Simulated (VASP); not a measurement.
Band structure of PbF$_{2}$ (fluorite). Method: PBE GGA with spin-orbit coupling, VASP's PBE PAW potentials (set 64) (plane waves; VASP).

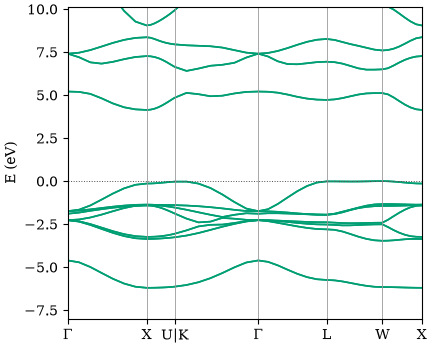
Bands along high-symmetry lines, zero at the valence-band maximum or, without a gap, the Fermi level

**Question.** Read the plot: is there a gap, and where are the band edges?

**Answer.** The gap is indirect, 4.14 eV, from the valence maximum at W to the conduction minimum at X.

The compound is PbF2 in the fluorite structure, the β form. It was relaxed first.
